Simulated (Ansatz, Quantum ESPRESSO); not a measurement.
# CaC2 (R-3m): zone-centre phonons, part 3 of 3

Which modes does CaC2 (R-3m) have at the zone centre?

Quantum ESPRESSO 7.5; DFT PBEsol, scalar-relativistic, plane waves, PseudoDojo norm-conserving pseudopotentials.

So far. Step 5 (Linear response at Γ): The acoustic modes at Γ come out as far as 16.0 cm⁻¹ from zero, where they should vanish, a sizeable error of basis and grid or of the response kernel of this functional; the Born charges miss their sum rule by 4.5e-4 e, which is good. Step 6 (Zone-centre analysis): The rule also moves an optical mode by 0.3 cm⁻¹. The relaxed cell has a = 3.820, c = 11.686 Å (conventional setting).

### 9. The LO-TO splitting (1 0 0)

A longitudinal polar mode sets up a macroscopic field that stiffens it; the term hangs on the direction from which q goes to zero.

dynmat.in reads:

```
 &input
    fildyn='g.dyn',
    asr='simple',
    fileig='dynmat.eig',
    q(1)=1.0,
    q(2)=0.0,
    q(3)=0.0,
 /
```

On the command line:

```console
dynmat.x -in dynmat.in > dynmat.out
```

Numbers of over 12 decimals in the logs are rounded to 6 here.

Log:

```text
[banner, memory and clock lines left out]
Program DYNMAT v.7.5

     Reading Dynamical Matrix from file g.dyn
     ...Force constants read
     ...epsilon and Z* read

     Polarizability (A^3 units)
     multiply by 0.506600 for Clausius-Mossotti correction
         9.810471    0.000000    0.000000
        -0.000000    9.810471   -0.000000
         0.000000    0.000000   14.710061

     IR activities are in (D/A)^2/amu units

# mode   [cm-1]    [THz]      IR
    1      0.00    0.0000    0.0000
    2      0.00    0.0000    0.0000
    3      0.00    0.0000    0.0000
    4    230.80    6.9192    9.3278
    5    249.57    7.4818    0.0000
    6    249.57    7.4818    0.0000
    7    273.66    8.2041    8.2625
    8    420.77   12.6144    8.2625
    9   1906.30   57.1493    0.0000

[end of the log left out, with the tail of the file of modes that dynmat.x writes under the same name]
```

Run time: 0.69 s. Hardware: 1 thread of Intel Xeon 6975P-C (Granite Rapids), shared host.

Read from the output:

```yaml
highest_mode_moved_by_the_lo_to_term: 420.8 cm⁻¹
```

Zone-centre frequencies as printed; negative means imaginary. Modes:

```tsv
mode	frequency (cm⁻¹)
1	0
2	0
3	0
4	230.8
5	249.6
6	249.6
7	273.7
8	420.8
9	1906
```

The field moves one mode, from 274 to 421 cm⁻¹; the others stay.

### 10. Modes along a direction of q (0 0 1)

dynmat.in reads:

```
 &input
    fildyn='g.dyn',
    asr='simple',
    fileig='dynmat.eig',
    q(1)=0.0,
    q(2)=0.0,
    q(3)=1.0,
 /
```

On the command line:

```console
dynmat.x -in dynmat.in > dynmat.out
```

Log:

```text
[banner, memory and clock lines left out]
Program DYNMAT v.7.5

     Reading Dynamical Matrix from file g.dyn
     ...Force constants read
     ...epsilon and Z* read

     Polarizability (A^3 units)
     multiply by 0.506600 for Clausius-Mossotti correction
         9.810471    0.000000    0.000000
        -0.000000    9.810471   -0.000000
         0.000000    0.000000   14.710061

     IR activities are in (D/A)^2/amu units

# mode   [cm-1]    [THz]      IR
    1     -0.00   -0.0000    0.0000
    2     -0.00   -0.0000    0.0000
    3      0.00    0.0000    0.0000
    4    249.57    7.4818    0.0000
    5    249.57    7.4818    0.0000
    6    273.66    8.2041    8.2625
    7    273.66    8.2041    8.2625
    8    371.84   11.1474    9.3278
    9   1906.30   57.1493    0.0000

[end of the log left out, with the tail of the file of modes that dynmat.x writes under the same name]
```

It took 0.67 s on 1 thread.

Read from the output:

```
highest mode moved by the LO-TO term : 371.8 cm⁻¹
```

Zone-centre frequencies as printed; negative means imaginary. Modes:

```tsv
mode	frequency (cm⁻¹)
1	0
2	0
3	0
4	249.6
5	249.6
6	273.7
7	273.7
8	371.8
9	1906
```

The field moves one mode, from 231 to 372 cm⁻¹; the others stay.

### 11. The LO-TO splitting (1 1 1)

dynmat.in reads:

```
 &input
    fildyn='g.dyn',
    asr='simple',
    fileig='dynmat.eig',
    q(1)=1.0,
    q(2)=1.0,
    q(3)=1.0,
 /
```

On the command line:

```console
dynmat.x -in dynmat.in > dynmat.out
```

Log:

```text
[banners, grids, parts of the stress and lines that vanish by symmetry left out]
[banner, memory and clock lines left out]
Program DYNMAT v.7.5

     Reading Dynamical Matrix from file g.dyn
     ...Force constants read
     ...epsilon and Z* read

     Polarizability (A^3 units)
     multiply by 0.506600 for Clausius-Mossotti correction
         9.810471    0.000000    0.000000
        -0.000000    9.810471   -0.000000
         0.000000    0.000000   14.710061

     IR activities are in (D/A)^2/amu units

# mode   [cm-1]    [THz]      IR
    1     -0.00   -0.0000    0.0000
    2      0.00    0.0000    0.0000
[...]
8    404.18   12.1171    8.5471
    9   1906.30   57.1493    0.0000

[end of the log left out, with the tail of the file of modes that dynmat.x writes under the same name]
```

Wall time 0.7 s (1 thread).

This step gave:

```
highest mode moved by the LO-TO term : 404.2 cm⁻¹
```

Zone-centre frequencies as printed; negative means imaginary. Modes:

```tsv
mode	frequency (cm⁻¹)
1	0
2	0
3	0
4	245
5	249.6
6	249.6
7	273.7
8	404.2
9	1906
```

The field moves 2 modes; the highest of them now lies at 404 cm⁻¹, where the highest that moved away lay at 274.

### 12. Cross-check with Ansatz

A second program on the same cell, potentials, cutoff and meshes tests the implementation of the phonon response, not its convergence. Its field response is summed in its own way. Its k mesh is centred on Γ.

This step: DFT PBEsol, scalar-relativistic, plane waves, PseudoDojo norm-conserving pseudopotentials (Ansatz 0.2.0).

input.yaml reads:

```yaml
crystal:
  lattice:
    - [1.9098305152, 1.1026411619, 3.895282102]
    - [-1.9098305152, 1.1026411619, 3.895282102]
    - [0.0, -2.2052823243, 3.8952821019]
  atoms:
    - { symbol: Ca, position: [0.0, 0.0, 0.0] }
    - { symbol: C, position: [0.5536894868, 0.5536894868, 0.5536894868] }
    - { symbol: C, position: [0.4463105132, 0.4463105132, 0.4463105132] }
kpoints:
  mp_grid: { grid: [6, 6, 6] }
hamiltonian:
  xc: pbesol
  pseudopotentials: { kind: nc, accuracy: standard }
scf:
  occupations: { method: fixed }
output:
  eigenvalues: true
basis:
  ecutwfc: 1006.821
phonons:
  method: dfpt
  dielectric: true
  rigid_motions: translations
  raman: true
```

On the command line:

```console
ansatz run input.yaml --threads 4 --pin off --max-ram 8192MiB --backend cpu --events-out ev --progress --plain --runs-dir out
```

Log:

```text
Warning: basis.ecutwfc = 1006.821 eV is below the records' recommended 1115.666836 eV, and the density's cutoff is lower with it unless basis.ecutrho_ratio is high enough to keep the records' density cutoff: compare with a run at a higher cutoff
Engine: ansatz 0.2.0, x86_64-unknown-linux-gnu
Pseudopotentials: kind: nc
Pseudopotential: Ca, nc, valence charge 10, recommended cutoff 925.187132 eV (normal), Ca.nc.azcp (PseudoDojo's, or run here from an input of PseudoDojo's; its table is named by hamiltonian.pseudopotentials.accuracy)
Pseudopotential: C, nc, valence charge 4, recommended cutoff 1115.666836 eV (normal), C.nc.azcp (PseudoDojo's, or run here from an input of PseudoDojo's; its table is named by hamiltonian.pseudopotentials.accuracy)
Functional definition: PBEsol
  exchange = pbesol_x
  correlation = pbesol_c
Crystal: 3 atoms, lattice volume = 49.217 Å³
Basis set: ecut = 1006.821 eV, 3543 PW (Γ), exchange–correlation on 96×96×96 points (8 copies of the dense FFT grid, shifted against one another)
Bands: 13, of which v1, the nominal top of the filled ones, is band 9 counted from 1 (8 counted from 0)
Symmetry: 12 space group operations
k-points: 68 of 216 (irreducible under 2 space group operations, time reversal used)
Non-local potential: Ca, projectors of the file, l = 0: 2, l = 1: 2, l = 2: 2
Non-local potential: C, projectors of the file, l = 0: 2, l = 1: 2
Initial density: superposition of atomic densities (chi_scale 0.1, normalization cell, long waves kept (reshape's long-wave potential 0.00 eV rms))
Initial wavefunctions: pseudopotential atomic-orbital guess
Functional: x = pbesol(κ = 0.804, μ = 0.123457), c = pbesol(β = 0.046)
SCF iter   1: F=—  HF=-1379.191067 eV  |F-HF|=—  |Δ(HF+E_count)|=         —  Δρ=8.41e-2  dr2=3.07e0  ethr=3.10e-3  ⟨swp⟩=6.2  Hψ=5688  notcnv=0  defer=123
preconditioner: auto → none  [insulator: Δε(μ)=3.395 eV  Ē_g=15.559 eV  n_scr=14 (ndim 8)  ℏωp=21.2 eV  f_vac=0.000  ε∞_Penn≈2.9]
SCF iter   2: F=—  HF=-1378.069264 eV  |F-HF|=—  |Δ(HF+E_count)|=    1.12e0  Δρ=2.94e-2  dr2=2.88e-1  ethr=3.10e-3  ⟨swp⟩=3.9  Hψ=2569  notcnv=0  defer=122
SCF iter   3: F=—  HF=-1377.982290 eV  |F-HF|=—  |Δ(HF+E_count)|=   8.70e-2  Δρ=1.22e-2  dr2=4.57e-2  ethr=1.60e-3  ⟨swp⟩=4.9  Hψ=1966  notcnv=0  defer=124
SCF iter   4: F=—  HF=-1377.973090 eV  |F-HF|=—  |Δ(HF+E_count)|=   9.20e-3  Δρ=2.86e-3  dr2=1.47e-3  ethr=2.54e-4  ⟨swp⟩=2.7  Hψ=1718  notcnv=0  defer=134
SCF iter   5: F=—  HF=-1377.973606 eV  |F-HF|=—  |Δ(HF+E_count)|=   5.16e-4  Δρ=3.54e-4  dr2=3.37e-5  ethr=8.18e-6  ⟨swp⟩=3.6  Hψ=1763  notcnv=0  defer=136
SCF iter   6: F=—  HF=-1377.973639 eV  |F-HF|=—  |Δ(HF+E_count)|=   3.28e-5  Δρ=4.51e-5  dr2=1.02e-6  ethr=1.87e-7  ⟨swp⟩=2.7  Hψ=1484  notcnv=0  defer=133
SCF iter   7: F=—  HF=-1377.973656 eV  |F-HF|=—  |Δ(HF+E_count)|=   1.72e-5  Δρ=7.15e-6  dr2=2.19e-8  ethr=5.64e-9  ⟨swp⟩=2.2  Hψ=1279  notcnv=0  defer=117
SCF iter   8: F=—  HF=-1377.973656 eV  |F-HF|=—  |Δ(HF+E_count)|=   8.20e-9  Δρ=1.32e-6  dr2=8.02e-10  ethr=1.22e-10  ⟨swp⟩=3.2  Hψ=1730  notcnv=0  defer=117
SCF iter   9: F=-1377.973656 eV  HF=-1377.973656 eV  |F-HF|=4.55e-12  |Δ(HF+E_count)|=  2.16e-11  Δρ=1.67e-7  dr2=1.02e-11  ethr=1.00e-12  ⟨swp⟩=15.8  Hψ=9017  notcnv=0
SCF 1 converged in 9 iterations: F = -1377.973656 eV  dr2 = 1.02e-11
NSCF: frozen V_eff on 5 k-points
DFPT response loops at Γ: preconditioner auto → none (the input reference at scf.mixing.eps_inf says where Resta's filter doesn't serve); β = 0.50; Broyden in place of MSR1
── the response to a field inside a basis, on 8×8×8 k-points: an SCF that follows is theirs, and a resumed run solves both again ──
Bands: 10, of which v1, the nominal top of the filled ones, is band 9 counted from 1 (8 counted from 0)
k-points: 60 of 512
Initial density: handed on by an earlier stage of this run
Initial wavefunctions: pseudopotential atomic-orbital guess (no wavefunctions were taken with the density)
Eigensolver: Dense (60 Hₖ)
SCF iter   1: F=—  HF=-1377.972888 eV  |F-HF|=—  |Δ(HF+E_count)|=         —  Δρ=1.43e-4  dr2=1.28e-6  ethr=1.00e-1
preconditioner: auto → none  [insulator: Δε(μ)=2.595 eV  Ē_g=13.796 eV  n_scr=14 (ndim 8)  ℏωp=21.2 eV  f_vac=0.000  ε∞_Penn≈3.4]
SCF iter   2: F=—  HF=-1377.972891 eV  |F-HF|=—  |Δ(HF+E_count)|=   2.61e-6  Δρ=7.12e-5  dr2=2.92e-7  ethr=7.08e-9
SCF iter   3: F=—  HF=-1377.972892 eV  |F-HF|=—  |Δ(HF+E_count)|=   9.33e-7  Δρ=1.51e-5  dr2=7.42e-8  ethr=1.62e-9
SCF iter   4: F=—  HF=-1377.972892 eV  |F-HF|=—  |Δ(HF+E_count)|=   9.89e-9  Δρ=1.77e-6  dr2=4.06e-10  ethr=4.12e-10
SCF iter   5: F=-1377.972892 eV  HF=-1377.972892 eV  |F-HF|=1.75e-11  |Δ(HF+E_count)|=  6.62e-10  Δρ=2.49e-7  dr2=1.66e-11  ethr=2.26e-12
SCF 1 converged in 5 iterations: F = -1377.972892 eV  dr2 = 1.66e-11
DFPT response loops at Γ: mixed as the last ones told, above
DFPT response loops at Γ: mixed as the last ones told, above
SCF converged after 9 iterations
Free energy (F): -1377.973656 eV
Harris-Foulkes:  -1377.973656 eV  (|F-HF|=4.55e-12)
Internal energy: -1377.973656 eV  (E = F + TS)
E sigma→0 (E₀):  -1377.973656 eV
Fermi energy:    4.698242 eV
--- Per-component energies (eV) ---
  E_band       = -155.760951
  E_kinetic    = 576.831747
  E_local      = -1092.448322  (includes V_loc(G=0)·N_el)
  E_nonlocal   = 76.800540
  E_hartree    = 297.647637
  E_xc         = -310.823661
  E_vxc        = -312.240134  (∫ρ·V_xc dr)
  E_ewald      = -925.981597
  E_smearing   = -0.000000  (= −TS)
  E_closure    = -0.000000  (closes the sum)
  Σ components = -1377.973656   (vs F -1377.973656, Δ=0.00e0)
--- Band table (eV; the first three rows and the last of 68) ---
  k-point 0: bands = [... 5 lower, 1.7500, 1.8108, 3.8214, 3.8214, 7.6543, 7.6543, 8.9421, 10.2804]
  k-point 1: bands = [... 5 lower, 1.2925, 2.1062, 3.4894, 3.5916, 7.9484, 8.0438, 9.4747, 10.2809]
  k-point 2: bands = [... 5 lower, 0.8157, 1.9591, 3.2019, 3.3353, 8.6757, 9.0122, 10.1755, 10.7842]
  k-point 67: bands = [... 5 lower, -0.6431, 3.0685, 3.0685, 4.6982, 10.3292, 10.5111, 10.7207, 10.7207]
--- Phonons (Γ-DFPT): 4 representative perturbations + reference, on 68 of 216 k-points (Σ response iterations 12) ---
  k mesh reduced under 2 symmetry operations, with k and −k counted as one. Each operation leaves every solved perturbation unchanged. A smaller set is not considered because the run solves the response to a homogeneous field
  ASR residual: 1.561e-4 → 0.000e0 eV/Å²; symmetrization residual: 2.686e-6 eV/Å²
  ASR residual per site (eV/Å²): 1.56e-4 3.81e-5 3.81e-5
  Γ frequencies (cm⁻¹): 0.00 0.00 0.00 230.81 249.54 249.54 273.70 273.70 1906.29
  ε∞ (high-frequency dielectric tensor):
        3.502519     0.000000    -0.000000
        0.000000     3.502519    -0.000000
       -0.000000    -0.000000     4.754914
  ε⁰ (static dielectric tensor: ions relaxed, cell fixed):
        8.279929    -0.000000    -0.000000
       -0.000000     8.279929    -0.000000
       -0.000000    -0.000000    12.340504
  ε⁰ − ε∞ (ionic part):
        4.777411    -0.000000    -0.000000
       -0.000000     4.777411    -0.000000
       -0.000000    -0.000000     7.585590
  softest optical mode at Γ: 230.81 cm⁻¹; the repairs (sum rule, projections) moved no ω² at Γ by more than (1.27 cm⁻¹)²
  Born effective charges Z* (e; rows j = field, columns β = displacement):
    site 0:
         2.31870    0.00000    0.00000
        -0.00000    2.31870   -0.00000
         0.00000   -0.00000    2.46396
    site 1:
        -1.15935    0.00000    0.00000
         0.00000   -1.15935    0.00000
         0.00000    0.00000   -1.23198
    site 2:
        -1.15935    0.00000    0.00000
         0.00000   -1.15935    0.00000
         0.00000    0.00000   -1.23198
  Z* charge neutrality: 2.015e-4 e pre-enforcement
  solved inside a basis spanned on kpoints, on 8×8×8 k-points: ε∞ is read to err by 1.3e-2, Z* by 1.1e-2 e (field_mesh: kpoints solves on kpoints); Z* is corrected for what the basis lacks
  Raman tensors (in the event stream and the table raman_tensors.tsv): an entry may err by 4.8e-2 Å², one of the second-order susceptibility by 3.1e-20 pm/V (basis, points and sum rule); their sum over the sites missed zero by 1.776e-15 Å² ahead of its enforcement
  optical modes at Γ without the LO–TO term, one row a degenerate level:
      ω (cm⁻¹)  modes    IR ((D/Å)²/amu)  static Raman (Å⁴/amu)  depolarisation
        230.81      1             9.3255                 0.0000               —
        249.54      2             0.0000                70.0067           0.750
        273.70      2            16.5167                 0.0000               —
       1906.29      1             0.0000              2036.1246           0.097
  optical modes at Γ + LO–TO along q̂ = [1.0000, 0.0000, 0.0000]:
      ω (cm⁻¹)  modes    IR ((D/Å)²/amu)  static Raman (Å⁴/amu)  depolarisation
        230.81      1             9.3255                 0.0000               —
        249.54      2             0.0000                70.0067           0.750
        273.70      1             8.2583                 0.0000               —
        420.82      1             8.2583                 0.0000               —
       1906.29      1             0.0000              2036.1246           0.097
  optical modes at Γ + LO–TO along q̂ = [0.0000, 1.0000, 0.0000]:
      ω (cm⁻¹)  modes    IR ((D/Å)²/amu)  static Raman (Å⁴/amu)  depolarisation
        230.81      1             9.3255                 0.0000               —
        249.54      2             0.0000                70.0067           0.750
        273.70      1             8.2583                 0.0000               —
        420.82      1             8.2583                 0.0000               —
       1906.29      1             0.0000              2036.1246           0.097
  optical modes at Γ + LO–TO along q̂ = [0.0000, 0.0000, 1.0000]:
      ω (cm⁻¹)  modes    IR ((D/Å)²/amu)  static Raman (Å⁴/amu)  depolarisation
        249.54      2             0.0000                70.0067           0.750
        273.70      2            16.5167                 0.0000               —
        371.84      1             9.3255                 0.0000               —
       1906.29      1             0.0000              2036.1246           0.097
```

It took 63 s on 4 threads; peak memory 1.3 GiB.

Read from the output:

| Quantity | Value |
| --- | --- |
| sum-rule residual before enforcement | 1.56e-4 eV/Å² |
| miss of the charge sum rule | 2.01e-4 e |
| estimated error of the dielectric tensor | 0.01324 |
| estimated error of the Born charges | 0.01066 e |
| lowest optical zone-centre mode | 230.8 cm⁻¹ |
| mean high-frequency dielectric constant | 3.920 |
| largest Born charge in size (third of the trace) | 2.367 e |
| mean static dielectric constant | 9.633 |
| highest mode moved by the LO-TO term | 420.8 cm⁻¹ |

Transverse modes. Lines of the infrared spectrum (strongest = 100):

```tsv
position (cm⁻¹)	label	IR intensity ((D/Å)²/amu), degenerate modes summed, relative
231	A2u	56
250	Eg	0.0
274	Eu	100
1906	A1g	0.0
```

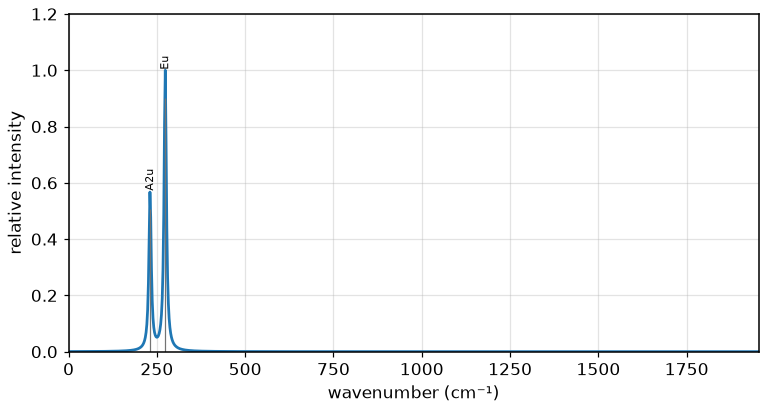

The infrared spectrum, broadened with Lorentzians of width 8 cm⁻¹; bars mark the lines.

Activity x (w_L - w)^4 (n + 1)/w, 532 nm, 300 K. Raman lines, with heights relative to the strongest:

```tsv
position (cm⁻¹)	label	Stokes intensity, strongest 100
231	A2u	0.0
250	Eg	55
274	Eu	0.0
1906	A1g	100
```

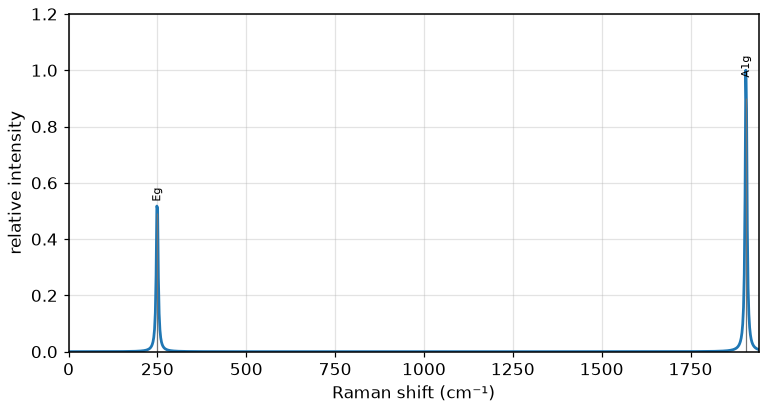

The Raman spectrum, broadened with Lorentzians of width 6 cm⁻¹; bars mark the lines.

### 13. Side by side: QE PseudoDojo and Ansatz, PseudoDojo

Worked out from the results:

| Item | Value |
| --- | --- |
| root-mean-square difference | 0.03 cm⁻¹ |
| largest difference | 0.04 cm⁻¹ |

Frequencies side by side, by row:

```tsv
q (reciprocal lattice)	mode	QE PseudoDojo (cm⁻¹)	Ansatz, PseudoDojo (cm⁻¹)
0 0 0	1	0	0
0 0 0	2	0	0
0 0 0	3	0	0
0 0 0	4	230.8	230.8
0 0 0	5	249.6	249.5
0 0 0	6	249.6	249.5
0 0 0	7	273.7	273.7
0 0 0	8	273.7	273.7
0 0 0	9	1906	1906
```

The two runs side by side. Further quantities:

```tsv
quantity	QE PseudoDojo	Ansatz, PseudoDojo
mean ε∞	3.922	3.92
largest Born charge in size (e; the first before, the second after the charge sum rule)	2.368	2.367
```

At the zone centre the largest difference (acoustic modes at Γ apart) is 0.002 % of the highest mode.

### 14. Summary of results

```yaml
space_group_after_relaxation: R-3m
volume_per_atom: 16.4 Å³
gap_on_the_k_mesh: 2.49 eV
highest_optical_zone_centre_mode_no_lo_to_term: 1906 cm⁻¹
lowest_optical_zone_centre_mode: 230.8 cm⁻¹
highest_mode_moved_by_the_lo_to_term: 420.8 cm⁻¹
mean_high_frequency_dielectric_constant: 3.92
largest_born_charge_in_size_third_of_the_trace: 2.37 e
mean_static_dielectric_constant: 9.64
imaginary_optical_modes_at_the_zone_centre_no_q_mesh_in_this_session: none
largest_difference_from_ansatz_pseudodojo: 0.04 cm⁻¹
```

**Reading.** At the PBEsol level the optical modes of CaC2 (R-3m) at the zone centre (no LO-TO term) run from 231 to 1906 cm⁻¹. Along the directions run, the highest mode that the macroscopic field moves lies at 421 cm⁻¹. Lattice motion raises the mean dielectric constant from 3.922 to 9.639. Of the 6 optical modes, 3 are infrared active alone and 3 are Raman active alone; inversion symmetry keeps the two sets apart. QE PseudoDojo and Ansatz, PseudoDojo agree to 0.04 cm⁻¹ (0.002 % of the highest mode compared) on all solved modes but the acoustic ones at Γ, without the LO-TO term. These are harmonic frequencies at zero temperature: anharmonic shifts and linewidths and thermal expansion are left out. The relaxation ran at 74 Ry, under the 82 Ry recommended for these files; the stress of so short a basis can leave the cell about one per cent too small. Ansatz warns that the cutoff lies 10 % under the one recommended for these files; agreement at one cutoff is not convergence. The structure comes from a database and need not be the phase that is stable at ambient conditions.

[Host names and launcher messages were left out of these logs when they were recorded.]

[Logs are printed without paths, hosts, clocks, repeated set-up lines and the standing remarks that a program may print on its own settings, such as how far it seeks lower states.]

[Hosts, paths, dates, database ids (printed as entryN), source tags and the programs' standing remarks are cut or masked in the printed files.]
